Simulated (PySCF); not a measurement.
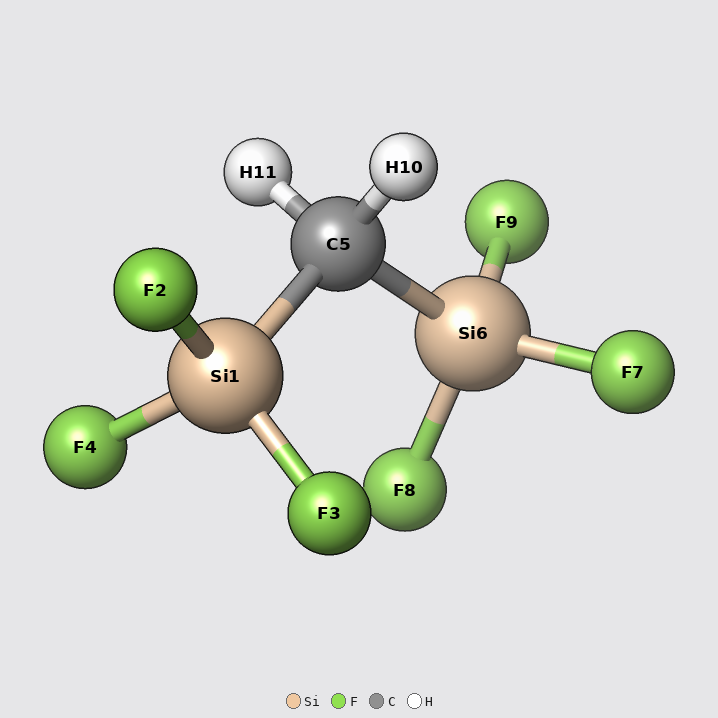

The geometry was computed by an optimisation with PBE0-D3(BJ)/def2-SVP. No frequency run is at hand to confirm it as a minimum. Properties computed with delta-SCF UKS SCAN, pcX-2 on the ionised atom (unc-x2c-TZVPall on a metal), pcseg-1 elsewhere, spin-free X2C (PySCF 2.14.0).

Give the core-electron binding energies (to vacuum; p and d levels without spin–orbit splitting) of Si1 1s, Si1 2p, F2 1s, C5 1s.

| atom | level | binding energy (eV) |
| --- | --- | --- |
| Si1 | 1s | 1850.9 |
| Si1 | 2p | 110.8 |
| F2 | 1s | 693.7 |
| C5 | 1s | 292.0 |
